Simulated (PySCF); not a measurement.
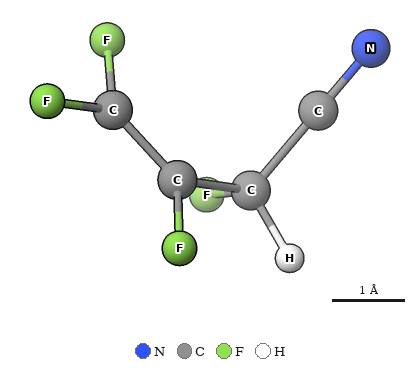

Fig. 1: The structure (ball-and-stick view, seen at a tilt). Bond lengths as drawn: C–C 1.33 to 1.51 Å, C–F 1.32 to 1.37 Å, C–H 1.10 Å and C–N 1.14 Å.

## Run report: C$_{4}$HF$_{4}$N, NMR shielding calculation

System: C$_{4}$HF$_{4}$N.
Method: GIAO BLYP/6-31++G** NMR shielding, non-relativistic, gas phase (PySCF 2.14.0).

The geometry comes from this level: GFN2-xTB. It belongs to a series of runs on one base structure; here: BLYP/6-31++G**; conv 1e-06. Figures and captions count atoms from 1; the log counts them from 0 in places.

## The program's output
```
final grid: 107616 points
cycle   1  E = -606.8488160303  dE =  1.488e+00  |g| = 8.823e-01  |ddm| = 4.778e+00
cycle   2  E = -606.0467118947  dE =  8.021e-01  |g| = 2.207e+00  |ddm| = 3.167e+00
cycle   3  E = -606.9624334551  dE = -9.157e-01  |g| = 3.806e-01  |ddm| = 2.365e+00
cycle   4  E = -606.9885909010  dE = -2.616e-02  |g| = 1.572e-01  |ddm| = 4.862e-01
cycle   5  E = -606.9933794251  dE = -4.789e-03  |g| = 5.389e-02  |ddm| = 1.940e-01
cycle   6  E = -606.9939200352  dE = -5.406e-04  |g| = 1.962e-02  |ddm| = 8.940e-02
cycle   7  E = -606.9939835750  dE = -6.354e-05  |g| = 6.996e-03  |ddm| = 3.725e-02
cycle   8  E = -606.9939960438  dE = -1.247e-05  |g| = 2.058e-03  |ddm| = 1.291e-02
cycle   9  E = -606.9939969610  dE = -9.171e-07  |g| = 3.222e-04  |ddm| = 3.009e-03
converged SCF energy = -606.9939969610

GIAO shielding tensors (ppm)
atom      isotropic    diamagn.    paramagn.     s11        s22        s33       span
  0 N       -0.969     317.732    -318.701   -150.454   -118.845    266.392    416.846
  1 C       89.918     272.954    -183.036    -11.924     -5.653    287.330    299.255
  2 C      113.194     240.083    -126.889     84.308    102.613    152.661     68.353
  3 F      363.280     462.903     -99.624    295.934    387.077    406.829    110.895
  4 C       62.237     243.292    -181.055     30.802     60.630     95.279     64.477
  5 F      346.258     466.983    -120.725    296.962    365.583    376.229     79.267
  6 C       33.794     244.398    -210.604    -11.765     45.792     67.356     79.120
  7 F      271.879     473.998    -202.119    259.468    270.435    285.734     26.266
  8 F      258.265     469.926    -211.660    227.977    266.973    279.847     51.870
  9 H       25.797      24.219       1.577     24.099     24.881     28.410      4.311
```

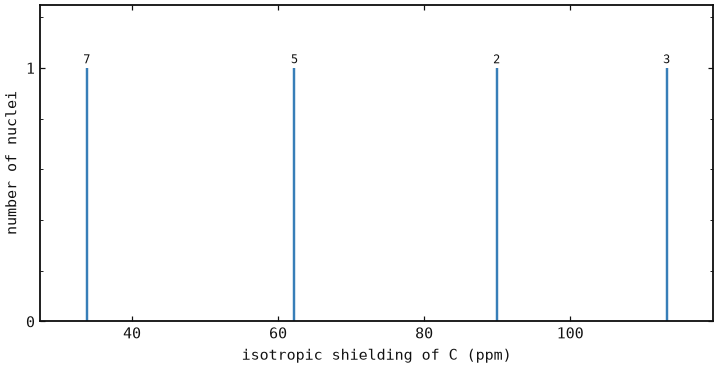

Fig. 2: Isotropic shieldings of the carbon nuclei in this fixed geometry, labelled by atom number; shielding grows to the right, so chemical shift grows to the left. The least shielded is C7 (33.8 ppm), the most shielded C3 (113.2 ppm).

The run was set up as follows.

## Input
```
{"job": {"kind": "nmr", "xc": "BLYP", "basis": "6-31++G**", "pop": false, "scf": {"conv": 1e-06}}, "charge": 0, "multiplicity": 1}
N      0.690153     2.367585    -1.192877
C      0.675307     1.241749    -1.015718
C      0.663490    -0.197134    -0.769028
F     -0.095587    -0.832190    -1.722912
C      0.128461    -0.489659     0.612866
F      1.004892    -1.049456     1.460725
C     -1.117380    -0.242099     1.011130
F     -2.025456     0.317086     0.238730
F     -1.602102    -0.517119     2.202724
H      1.687105    -0.594108    -0.848167
```

The first line tells a small driver script what to run in PySCF; the rest is the geometry in Å.

Launched with:
```bash
OMP_NUM_THREADS=1 python <driver script> task.json out
```

## Key numbers

```tsv
quantity	value
outcome	converged
total energy	−606.993997 hartree
HOMO	−6.86 eV
LUMO	−2.37 eV
dipole moment	2.34 D
isotropic shielding, N	−1.0 ppm
isotropic shielding, C	33.8 to 113.2 ppm
isotropic shielding, F	258.3 to 363.3 ppm
isotropic shielding, H	25.8 ppm
hardware	1 CPU thread, shared host
wall time	58 s
peak memory	0.67 GiB
```

## Remarks

Settings chosen away from the usual ones: BLYP/6-31++G**; conv 1e-06.
